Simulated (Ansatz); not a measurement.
**SiO2 (rutile): energy over volume and axial ratio**

SiO₂ (rutile)

Space group P4₂/mnm (No. 136); a = b = 4.2359 Å, c = 2.6899 Å, α = β = γ = 90.00°

```json
[
 {"atom": "Si", "site": "2a", "symmetry": "m.mm", "x": "0.0000", "y": "0.0000", "z": "0.0000"},
 {"atom": "O", "site": "4g", "symmetry": "m.2m", "x": "0.1930", "y": "0.1930", "z": "0.5000"}
]
```

Two coordinates are scanned: the volume, and the ratio of the stretch along z (the conventional c axis) to the stretch across it. Atoms keep their fractional coordinates.

These are PBE (plane waves to 420 eV, PAW, scalar-relativistic; Ansatz, a program for electronic structure) values and carry that method's errors. k mesh 8×8×12 (Γ-centred), Fermi-Dirac smearing 0.05 eV. The energy includes the smearing's −TS. As the atoms are clamped, bonds stretch with the cell, which overstates energies and stresses. SiO2 was relaxed with its symmetry unable to fall. The PAW data are Ansatz's earlier set. The zero of ΔE is the relaxed starting cell.

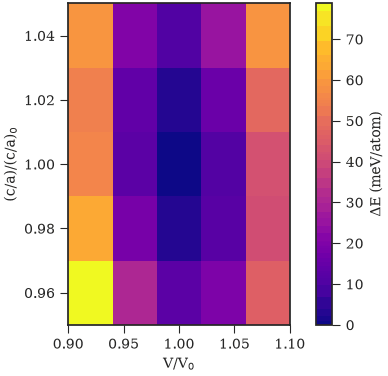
*ΔE (meV/atom) over the 5×5 grid of computed points.*

The modulus against c/a change at fixed volume, (3/4V)·∂²E/∂(ln c/a)² (fit, atoms clamped) comes out as 220 GPa, an upper bound as the atoms could relax. Highest place on the grid: V/V₀ = 0.920, (c/a)/(c/a)₀ = 0.960 (78.8 meV/atom). Lowest place on the grid: V/V₀ = 1.000, (c/a)/(c/a)₀ = 1.000 (0.0 meV/atom).

Near the relaxed cell σzz − σxx = −2Cδ (compression positive), C being this modulus and δ the logarithm of the ratio.

(Under strain, the slope of the energy per volume gives the stress and its curvature an elastic modulus.)
